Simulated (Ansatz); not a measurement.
**H₈N₂O₃SiZn₂ (built from SMILES N[SiH2]N.[OH][Zn][O][Zn][OH]): a reaction path by the nudged elastic band**

What path joins these two structures, and how high does it climb? Both ends were relaxed at PBE0-D4 in triple zeta. A second band with other settings follows.

The runs use Ansatz 0.2.0, Gaussian basis; PBE0-D4/def2-SVP.

13 further runs of the same task are left out: 1 that didn't finish, 12 set aside as unsound or not needed. Runs told in other sessions of the task aren't counted.

**1. The system as given**

The first end: 16 atoms, charge 0, spin multiplicity 1.

Atoms are counted from 1 here; the program's logs count them from 0.

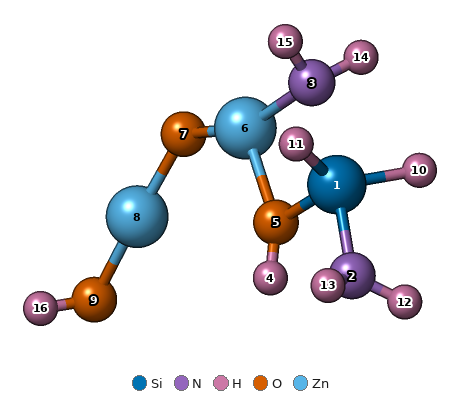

As it starts; colours as in the key; atoms are numbered from 1 in the order of the file.

As a file:

| atom | x (Å) | y (Å) | z (Å) |
| --- | --- | --- | --- |
| Si1 | -1.39187 | 0.62977 | -0.97449 |
| N2 | -1.26472 | 0.10062 | -2.65947 |
| N3 | -1.36744 | 1.14864 | 1.05861 |
| H4 | 0.43264 | -0.65099 | -1.21175 |
| O5 | 0.04661 | -0.18892 | -0.46048 |
| Zn6 | 0.22741 | 0.20867 | 1.57397 |
| O7 | 1.53693 | -0.40461 | 2.61379 |
| Zn8 | 2.89226 | -1.41835 | 2.17269 |
| O9 | 4.21704 | -2.53358 | 1.79499 |
| H10 | -2.67226 | -0.06279 | -0.64353 |
| H11 | -1.24024 | 2.09561 | -1.21375 |
| H12 | -1.91764 | -0.57698 | -3.01986 |
| H13 | -1.02757 | 0.76895 | -3.37529 |
| H14 | -2.20717 | 0.83987 | 1.53591 |
| H15 | -1.32183 | 2.15299 | 1.19113 |
| H16 | 5.05777 | -2.10890 | 1.61742 |

The second end:

| atom | x (Å) | y (Å) | z (Å) |
| --- | --- | --- | --- |
| Si1 | -1.3434 | 0.6306 | -0.6619 |
| N2 | -1.3249 | 0.1096 | -2.7852 |
| N3 | -1.2940 | 1.0402 | 1.1771 |
| H4 | -1.2517 | -0.9006 | -2.8257 |
| O5 | 0.0679 | -0.1686 | -0.6316 |
| Zn6 | 0.5211 | -0.0091 | 1.2049 |
| O7 | 1.6617 | -0.3521 | 2.5490 |
| Zn8 | 3.1025 | -1.3385 | 2.5003 |
| O9 | 4.5250 | -2.3957 | 2.6076 |
| H10 | -2.6476 | -0.0978 | -0.6469 |
| H11 | -1.4268 | 2.0366 | -1.1597 |
| H12 | -2.1037 | 0.4113 | -3.3597 |
| H13 | -0.4643 | 0.4878 | -3.1641 |
| H14 | -2.0430 | 0.6492 | 1.7357 |
| H15 | -1.2383 | 2.0250 | 1.4072 |
| H16 | 5.2593 | -2.1279 | 2.0530 |

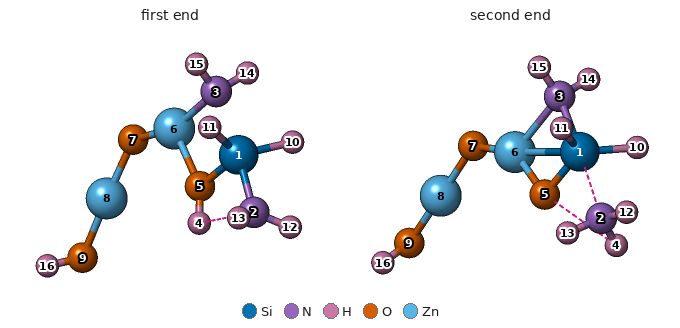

The two ends; dashed lines mark the contacts followed along the path.

**2. The band at PBE0-D4/def2-SVP**

File neb/in.yaml:

```yaml
crystal:
  periodic: [false, false, false]
  atoms:
    - {symbol: Si, position_ang: [-1.391871, 0.629771, -0.974492]}
    - {symbol: N, position_ang: [-1.264721, 0.100616, -2.659466]}
    - {symbol: N, position_ang: [-1.367442, 1.148643, 1.058612]}
    - {symbol: H, position_ang: [0.432642, -0.650989, -1.211745]}
    - {symbol: O, position_ang: [0.046605, -0.188919, -0.460478]}
    - {symbol: Zn, position_ang: [0.227410, 0.208666, 1.573974]}
    - {symbol: O, position_ang: [1.536926, -0.404612, 2.613789]}
    - {symbol: Zn, position_ang: [2.892261, -1.418349, 2.172688]}
    - {symbol: O, position_ang: [4.217036, -2.533584, 1.794990]}
    - {symbol: H, position_ang: [-2.672259, -0.062788, -0.643532]}
    - {symbol: H, position_ang: [-1.240240, 2.095611, -1.213749]}
    - {symbol: H, position_ang: [-1.917643, -0.576979, -3.019860]}
    - {symbol: H, position_ang: [-1.027567, 0.768952, -3.375294]}
    - {symbol: H, position_ang: [-2.207175, 0.839870, 1.535912]}
    - {symbol: H, position_ang: [-1.321833, 2.152988, 1.191126]}
    - {symbol: H, position_ang: [5.057773, -2.108897, 1.617424]}
basis:
  gaussian: {orbitals: def2-SVP}
hamiltonian: {xc: pbe0, dispersion: d4}
neb:
  images: 5
  climbing: true
  max_iterations: 40
  initial_path: idpp
  final_atoms:
    - {symbol: Si, position_ang: [-1.343383, 0.630562, -0.661915]}
    - {symbol: N, position_ang: [-1.324928, 0.109560, -2.785219]}
    - {symbol: N, position_ang: [-1.294042, 1.040233, 1.177053]}
    - {symbol: H, position_ang: [-1.251707, -0.900611, -2.825695]}
    - {symbol: O, position_ang: [0.067893, -0.168574, -0.631644]}
    - {symbol: Zn, position_ang: [0.521134, -0.009112, 1.204860]}
    - {symbol: O, position_ang: [1.661709, -0.352090, 2.549014]}
    - {symbol: Zn, position_ang: [3.102491, -1.338490, 2.500335]}
    - {symbol: O, position_ang: [4.524997, -2.395748, 2.607603]}
    - {symbol: H, position_ang: [-2.647573, -0.097820, -0.646910]}
    - {symbol: H, position_ang: [-1.426774, 2.036622, -1.159651]}
    - {symbol: H, position_ang: [-2.103701, 0.411283, -3.359735]}
    - {symbol: H, position_ang: [-0.464269, 0.487830, -3.164100]}
    - {symbol: H, position_ang: [-2.042966, 0.649218, 1.735703]}
    - {symbol: H, position_ang: [-1.238275, 2.025048, 1.407222]}
    - {symbol: H, position_ang: [5.259292, -2.127911, 2.052980]}
```

Started as:

```
> ansatz run in.yaml --threads 5 --pin off --events-out ev --progress --plain --max-ram 66560MiB --backend cuda --devices 0, --max-vram 37GiB
```

The log of the run, cut to the lines that bear on the results:

```text
Functional definition: PBE0
  name "PBE0"
  cite "Adamo & Barone, J. Chem. Phys. 110, 6158 (1999) doi:10.1063/1.478522"
  cite "Perdew, Burke & Ernzerhof, Phys. Rev. Lett. 77, 3865 (1996) doi:10.1103/PhysRevLett.77.3865"
  parent pbe
[...]
1976 factors; integrals over basis functions are off by at most 5.7e-4 eV
[...]
mean field -113921.98370845 eV, -4186.5556821916 hartree, gradient 7.7e-5 eV, S^2 0.000000; 0 other end points of the search recorded, 0 dependent functions left out
[...]
reference -113921.98376319 eV, -4186.5556842033 hartree; 60, 60 occupied and 130, 130 virtual orbitals, 1976 factors
[... from here to the last solve, the lines of the solves are left out (119 solves) ...]
WARN: NEB end point (image 0): max|allowed force component| = 4.456e-1 eV/Å (the criterion of neb.relax_end_points is 1.000e-2). That is over neb.f_tol: it is no minimum, so the barrier can be far off. Relax it first
WARN: NEB end point (image 6): max|allowed force component| = 6.170e-1 eV/Å (the criterion of neb.relax_end_points is 1.000e-2). That is over neb.f_tol: it is no minimum, so the barrier can be far off. Relax it first
NEB iter   1: max|band force component| = 4.618e0 eV/Å  barrier→ = 2.5590 eV  barrier← = 2.8601 eV  Δτ_max = 0.2000 Å  (218 SCF iters)
[...]
NEB iter   5: max|band force component| = 2.049e0 eV/Å  barrier→ = 0.1937 eV  barrier← = 0.4948 eV  Δτ_max = 0.1980 Å  (165 SCF iters)
[...]
NEB iter   9: max|band force component| = 8.904e-1 eV/Å  barrier→ = 0.1443 eV  barrier← = 0.4454 eV  CI = image 2  Δτ_max = 0.0940 Å  (159 SCF iters)
[...]
NEB iter  13: max|band force component| = 3.656e-1 eV/Å  barrier→ = 0.3060 eV  barrier← = 0.6071 eV  CI = image 2  Δτ_max = 0.1361 Å  (165 SCF iters)
[...]
WARN: NEB end point (image 6): the path dips 0.021274 eV below it before the top, so the barrier from the dip is that much higher. The path crosses a lower well, or the end point is a saddle point, which neb.relax_end_points tests for
Total energy: -113922.00798345 eV, -4186.5565742814 hartree
Atom 0 at    -1.465473     0.661830    -0.846612 Å, force     0.038198    -0.034421    -0.021596 eV/Å
Atom 1 at    -1.012277    -0.048299    -2.605522 Å, force    -0.004759     0.022161     0.017380 eV/Å
Atom 2 at    -1.424847     1.094164     1.069825 Å, force     0.011833    -0.004338     0.029213 eV/Å
Atom 3 at    -0.059760    -0.400459    -1.703836 Å, force    -0.005091     0.008326     0.005361 eV/Å
Atom 4 at     0.025785    -0.158909    -0.564198 Å, force    -0.042198     0.003757    -0.022620 eV/Å
Atom 5 at     0.292088     0.088563     1.363978 Å, force    -0.006408     0.018869     0.018393 eV/Å
Atom 6 at     1.493923    -0.374253     2.601999 Å, force     0.003718    -0.006037    -0.009612 eV/Å
Atom 7 at     2.919418    -1.328315     2.254869 Å, force    -0.000491     0.002186     0.003359 eV/Å
Atom 8 at     4.327631    -2.373327     1.986244 Å, force    -0.003680     0.006086     0.001697 eV/Å
Atom 9 at    -2.776051    -0.055048    -0.739029 Å, force     0.006868    -0.000982    -0.009670 eV/Å
Atom 10 at    -1.481770     2.098720    -1.266236 Å, force    -0.001901    -0.002865    -0.007300 eV/Å
Atom 11 at    -1.609399    -0.769588    -3.005453 Å, force     0.000159    -0.003246    -0.000155 eV/Å
Atom 12 at    -0.767831     0.610440    -3.342584 Å, force     0.001418    -0.004340    -0.004264 eV/Å
Atom 13 at    -2.236881     0.749212     1.583365 Å, force     0.001145     0.002799     0.002545 eV/Å
Atom 14 at    -1.383504     2.095428     1.265190 Å, force    -0.001283    -0.002028    -0.002100 eV/Å
Atom 15 at     5.158848    -1.890161     1.947899 Å, force     0.002472    -0.005927    -0.000630 eV/Å
Dipole moment:    -0.422135     0.533329    -0.284426 e Å
```

It took 7.3 min on 1 × a share of an NVIDIA H100 with 5 threads of AMD EPYC 7R13, shared host; peak host memory 1.1 GiB.

The last band:

| image | path (Å) | energy (eV) | Si1–O5 (Å) | N2–H4 (Å) | Si1–N2 (Å) | H4–O5 (Å) |
| --- | --- | --- | --- | --- | --- | --- |
| 0 | 0.00 | 0.000 | 1.73 | 2.35 | 1.77 | 0.96 |
| 1 | 0.55 | 0.033 | 1.76 | 1.94 | 1.82 | 0.98 |
| 2 | 1.09 | 0.313 | 1.73 | 1.36 | 1.95 | 1.17 |
| 3 | 1.96 | -0.307 | 1.65 | 1.03 | 2.20 | 2.01 |
| 4 | 2.83 | -0.321 | 1.64 | 1.02 | 2.22 | 2.17 |
| 5 | 3.70 | -0.322 | 1.64 | 1.02 | 2.19 | 2.41 |
| 6 | 4.57 | -0.301 | 1.62 | 1.01 | 2.19 | 2.66 |

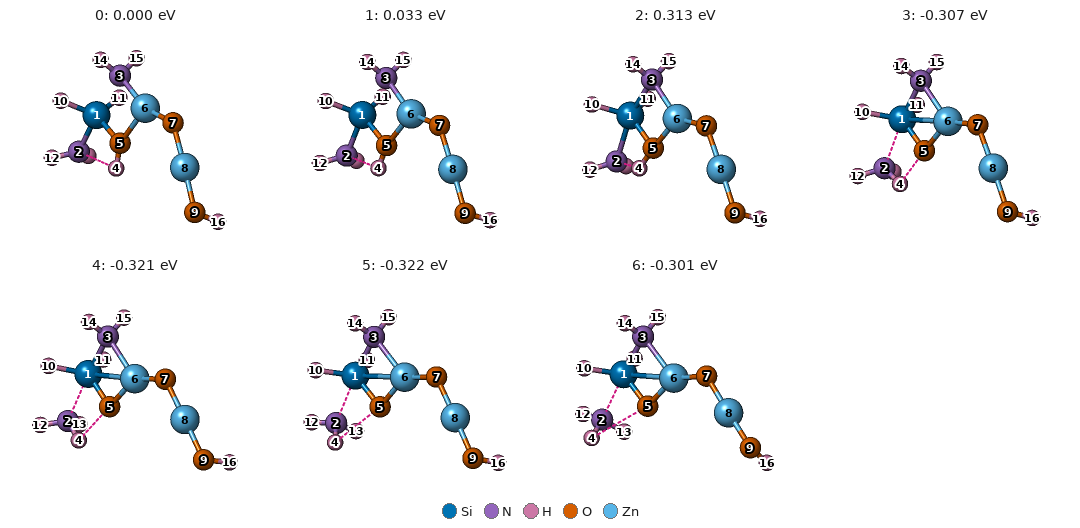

The images of the last band.

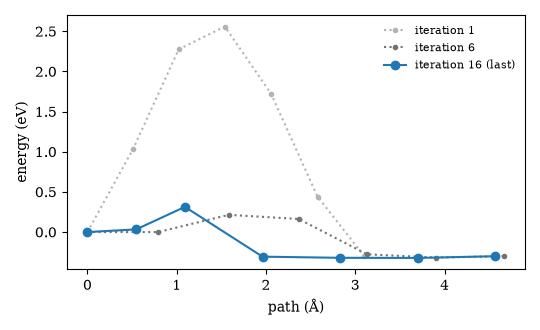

Energy along the path.

The highest image, 2:

```
Si   -1.4655    0.6618   -0.8466
N    -1.0123   -0.0483   -2.6055
N    -1.4248    1.0942    1.0698
H    -0.0598   -0.4005   -1.7038
O     0.0258   -0.1589   -0.5642
Zn    0.2921    0.0886    1.3640
O     1.4939   -0.3743    2.6020
Zn    2.9194   -1.3283    2.2549
O     4.3276   -2.3733    1.9862
H    -2.7761   -0.0550   -0.7390
H    -1.4818    2.0987   -1.2662
H    -1.6094   -0.7696   -3.0055
H    -0.7678    0.6104   -3.3426
H    -2.2369    0.7492    1.5834
H    -1.3835    2.0954    1.2652
H     5.1588   -1.8902    1.9479
```

**3. The band at PBE-D4/def2-SVP, other settings**

neb/in.yaml, as its differences from that of step 2:

```diff
@@ -21,6 +21,6 @@
   gaussian: {orbitals: def2-SVP}
-hamiltonian: {xc: pbe0, dispersion: d4}
+hamiltonian: {xc: pbe, dispersion: d4}
 neb:
-  images: 5
-  climbing: true
+  images: 3
+  climbing: immediate
   max_iterations: 40
```

Started as:

```
> ansatz run in.yaml --threads 5 --pin off --events-out ev --progress --plain --max-ram 66560MiB --backend cuda --devices 0, --max-vram 37GiB
```

The log of the run:

```text
Functional definition: PBE
  name "PBE"
[... 2 set-up lines as earlier in the session ...]
  parameter kappa = 0.804
  parameter beta = 0.06672455060314922
  exchange = pbe_x(kappa = kappa, mu = beta*pi^2/3)
  correlation = pbe_c(beta = beta)
2149 factors; their error is unknown
mean field evaluation 1: about -113882.7000 eV, gradient 1.5e2 eV
mean field evaluation 2: about -113645.4210 eV, gradient 3.2e2 eV
mean field evaluation 4: about -113916.2235 eV, gradient 4.3e1 eV
mean field evaluation 8: about -113919.5983 eV, gradient 8.7e-1 eV
mean field evaluation 16: about -113919.4901 eV, gradient 2.5e-3 eV
mean field -113919.49012395 eV, -4186.4640446514 hartree, gradient 1.7e-5 eV, S^2 0.000000; 0 other end points of the search recorded, 0 dependent functions left out
the calculation of the forces begins
reference -113919.49019621 eV, -4186.4640473068 hartree; 60, 60 occupied and 130, 130 virtual orbitals, 2149 factors
[... from here to the last solve, the lines of the solves are left out (124 solves) ...]
WARN: NEB end point (image 0): max|allowed force component| = 8.889e-1 eV/Å (the criterion of neb.relax_end_points is 1.000e-2). That is over neb.f_tol: it is no minimum, so the barrier can be far off. Relax it first
WARN: NEB end point (image 4): max|allowed force component| = 1.159e0 eV/Å (the criterion of neb.relax_end_points is 1.000e-2). That is over neb.f_tol: it is no minimum, so the barrier can be far off. Relax it first
NEB iter   1: max|band force component| = 4.385e0 eV/Å  barrier→ = 2.0961 eV  barrier← = 2.4207 eV  CI = image 2  Δτ_max = 0.2000 Å  (168 SCF iters)
NEB iter   2: max|band force component| = 2.531e0 eV/Å  barrier→ = 1.3699 eV  barrier← = 1.6945 eV  CI = image 2  Δτ_max = 0.2000 Å  (96 SCF iters)
NEB iter   3: max|band force component| = 1.022e1 eV/Å  barrier→ = 0.8061 eV  barrier← = 1.1307 eV  CI = image 1  Δτ_max = 0.1016 Å  (106 SCF iters)
NEB iter   4: max|band force component| = 1.038e1 eV/Å  barrier→ = 0.7745 eV  barrier← = 1.0991 eV  CI = image 1  Δτ_max = 0.2000 Å  (93 SCF iters)
NEB iter   5: max|band force component| = 3.576e0 eV/Å  barrier→ = 0.4130 eV  barrier← = 0.7376 eV  CI = image 2  Δτ_max = 0.2000 Å  (102 SCF iters)
NEB iter   6: max|band force component| = 1.167e0 eV/Å  barrier→ = 0.0706 eV  barrier← = 0.3952 eV  CI = image 1  Δτ_max = 0.1971 Å  (104 SCF iters)
NEB iter   7: max|band force component| = 1.049e0 eV/Å  barrier→ = 0.1161 eV  barrier← = 0.4407 eV  CI = image 1  Δτ_max = 0.0999 Å  (96 SCF iters)
NEB iter   8: max|band force component| = 9.866e-1 eV/Å  barrier→ = 0.1701 eV  barrier← = 0.4948 eV  CI = image 1  Δτ_max = 0.0505 Å  (96 SCF iters)
NEB iter   9: max|band force component| = 8.508e-1 eV/Å  barrier→ = 0.1665 eV  barrier← = 0.4911 eV  CI = image 1  Δτ_max = 0.0502 Å  (98 SCF iters)
NEB iter  10: max|band force component| = 4.663e-1 eV/Å  barrier→ = 0.1347 eV  barrier← = 0.4593 eV  CI = image 1  Δτ_max = 0.1006 Å  (99 SCF iters)
NEB iter  11: max|band force component| = 4.666e-1 eV/Å  barrier→ = 0.1222 eV  barrier← = 0.4468 eV  CI = image 1  Δτ_max = 0.0982 Å  (96 SCF iters)
NEB iter  12: max|band force component| = 1.623e-1 eV/Å  barrier→ = 0.1216 eV  barrier← = 0.4462 eV  CI = image 1  Δτ_max = 0.0603 Å  (92 SCF iters)
NEB iter  13: max|band force component| = 1.102e-1 eV/Å  barrier→ = 0.1187 eV  barrier← = 0.4433 eV  CI = image 1  Δτ_max = 0.0814 Å  (98 SCF iters)
NEB iter  14: max|band force component| = 1.582e-1 eV/Å  barrier→ = 0.1160 eV  barrier← = 0.4406 eV  CI = image 1  Δτ_max = 0.0417 Å  (99 SCF iters)
NEB iter  15: max|band force component| = 1.510e-1 eV/Å  barrier→ = 0.1151 eV  barrier← = 0.4397 eV  CI = image 1  Δτ_max = 0.0416 Å  (98 SCF iters)
NEB iter  16: max|band force component| = 4.876e-2 eV/Å  barrier→ = 0.1145 eV  barrier← = 0.4391 eV  CI = image 1  Δτ_max = 0.0774 Å  (94 SCF iters)
NEB iter  17: max|band force component| = 1.664e-1 eV/Å  barrier→ = 0.1136 eV  barrier← = 0.4382 eV  CI = image 1  Δτ_max = 0.0835 Å  (33 SCF iters)
NEB iter  18: max|band force component| = 4.409e-2 eV/Å  barrier→ = 0.1129 eV  barrier← = 0.4375 eV  CI = image 1  Δτ_max = 0.0874 Å  (99 SCF iters)
NEB iter  19: max|band force component| = 1.503e-1 eV/Å  barrier→ = 0.1123 eV  barrier← = 0.4369 eV  CI = image 1  Δτ_max = 0.0944 Å  (33 SCF iters)
NEB iter  20: max|band force component| = 5.811e-2 eV/Å  barrier→ = 0.1119 eV  barrier← = 0.4365 eV  CI = image 1  Δτ_max = 0.0603 Å  (98 SCF iters)
2149 factors; their error is unknown
mean field -113919.38029944 eV, -4186.4600086752 hartree, gradient 2.4e-6 eV, S^2 0.000000; 0 other end points of the search recorded, 0 dependent functions left out
the calculation of the forces begins
reference -113919.38037158 eV, -4186.4600113263 hartree; 60, 60 occupied and 130, 130 virtual orbitals, 2149 factors
NEB iter  21: max|band force component| = 2.537e-2 eV/Å  barrier→ = 0.1116 eV  barrier← = 0.4362 eV  CI = image 1  CI's point: of a kind that is not told: the force calls were inconclusive, a negative curvature could not be distinguished from the path's own, the only one lies far off the path, or fixed occupations may fill a level only in part  Δτ_max = 0.0000 Å  (1718 SCF iters)
WARN: NEB end point (image 4): the path dips 0.112323 eV below it before the top, so the barrier from the dip is that much higher. The path crosses a lower well, or the end point is a saddle point, which neb.relax_end_points tests for
Total energy: -113919.77362047 eV, -4186.4744629563 hartree
Atom 0 at    -1.415836     0.658048    -0.818900 Å, force    -0.001136    -0.002173     0.001233 eV/Å
Atom 1 at    -0.896521    -0.089770    -2.552031 Å, force     0.001872     0.000027    -0.001761 eV/Å
Atom 2 at    -1.442355     1.123353     1.122249 Å, force     0.001469     0.001793    -0.002285 eV/Å
Atom 3 at     0.018145    -0.474807    -1.580803 Å, force    -0.002942     0.002421    -0.000305 eV/Å
Atom 4 at     0.037095    -0.224081    -0.437968 Å, force     0.000395     0.003240     0.000363 eV/Å
Atom 5 at     0.253523     0.125308     1.512834 Å, force     0.000152     0.000625     0.001781 eV/Å
Atom 6 at     1.468493    -0.315954     2.770815 Å, force     0.000269    -0.002321     0.003127 eV/Å
Atom 7 at     2.825033    -1.299203     2.202586 Å, force     0.000872     0.005047    -0.008487 eV/Å
Atom 8 at     4.174688    -2.389800     1.777894 Å, force    -0.000511    -0.003725     0.005369 eV/Å
Atom 9 at    -2.771201    -0.001706    -0.762045 Å, force     0.001606    -0.003933    -0.002675 eV/Å
Atom 10 at    -1.354636     2.103383    -1.247436 Å, force    -0.002646     0.000355     0.003504 eV/Å
Atom 11 at    -1.504110    -0.801124    -2.976999 Å, force     0.000643    -0.000705     0.001351 eV/Å
Atom 12 at    -0.598208     0.558213    -3.291554 Å, force    -0.000744    -0.000420     0.000047 eV/Å
Atom 13 at    -2.278220     0.779406     1.616788 Å, force     0.001058     0.000337    -0.001644 eV/Å
Atom 14 at    -1.413790     2.136525     1.306585 Å, force     0.001701     0.000057     0.000763 eV/Å
Atom 15 at     4.897801    -1.887792     1.357883 Å, force    -0.002057    -0.000624    -0.000382 eV/Å
Dipole moment:    -0.432793     0.514429    -0.395671 e Å
```

Run time: 5.3 min. Hardware: 1 × a share of an NVIDIA H100 with 5 threads of AMD EPYC 7R13, shared host; peak host memory 1.1 GiB.

The last band:

| image | path (Å) | energy (eV) | Si1–O5 (Å) | N2–H4 (Å) | Si1–N2 (Å) | H4–O5 (Å) |
| --- | --- | --- | --- | --- | --- | --- |
| 0 | 0.00 | 0.000 | 1.73 | 2.35 | 1.77 | 0.96 |
| 1 | 1.10 | 0.112 | 1.74 | 1.39 | 1.96 | 1.17 |
| 2 | 2.24 | -0.437 | 1.66 | 1.03 | 2.23 | 2.09 |
| 3 | 3.38 | -0.437 | 1.66 | 1.03 | 2.22 | 2.40 |
| 4 | 4.52 | -0.325 | 1.62 | 1.01 | 2.19 | 2.66 |

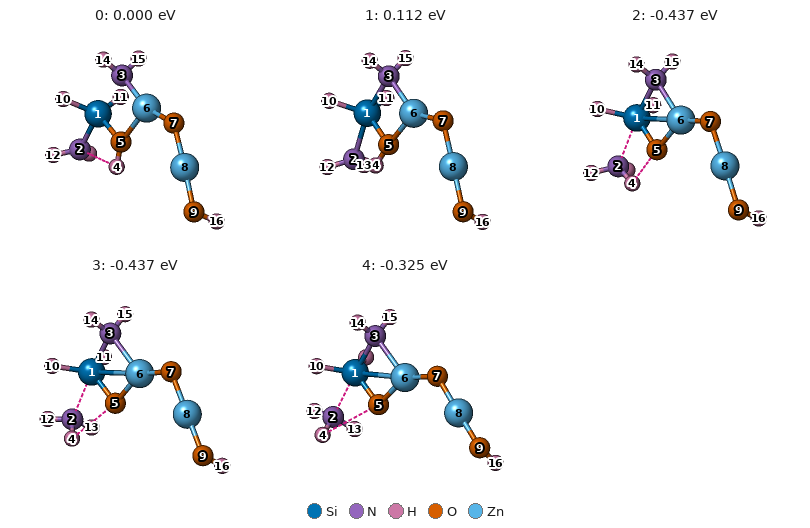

The images of the last band.

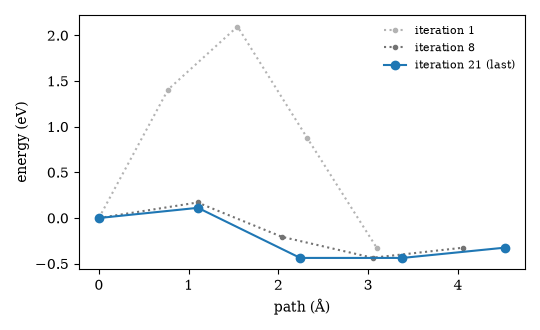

Energy along the path.

The highest image, 1:

```
Si   -1.41584    0.65805   -0.81890
N    -0.89652   -0.08977   -2.55203
N    -1.44236    1.12335    1.12225
H     0.01815   -0.47481   -1.58080
O     0.03710   -0.22408   -0.43797
Zn    0.25352    0.12531    1.51283
O     1.46849   -0.31595    2.77081
Zn    2.82503   -1.29920    2.20259
O     4.17469   -2.38980    1.77789
H    -2.77120   -0.00171   -0.76204
H    -1.35464    2.10338   -1.24744
H    -1.50411   -0.80112   -2.97700
H    -0.59821    0.55821   -3.29155
H    -2.27822    0.77941    1.61679
H    -1.41379    2.13652    1.30659
H     4.89780   -1.88779    1.35788
```

**4. Outcome**

```
                                                                       quantity                                           value
                                                PBE0-D4/def2-SVP, 16 iterations  highest 0.313 eV (image 2), last end -0.301 eV
                                                 PBE-D4/def2-SVP, 21 iterations  highest 0.112 eV (image 1), last end -0.325 eV
from earlier runs: barrier over the separately found saddle, CCSD(T)/def2-TZVPP                                        0.536 eV
```

In words: The highest image lies 0.313 eV above the first end, and it climbed, so it estimates the saddle. The ends are not quite minima at this level (largest force component 0.62 eV/Å), so the heights are unreliable: relaxing the first end would lower it and raise the barrier above it. The highest image is 0.223 eV below the CCSD(T) barrier in triple zeta, which comes from separate runs on the saddle. The second band's highest image lies at 0.112 eV; the levels differ.
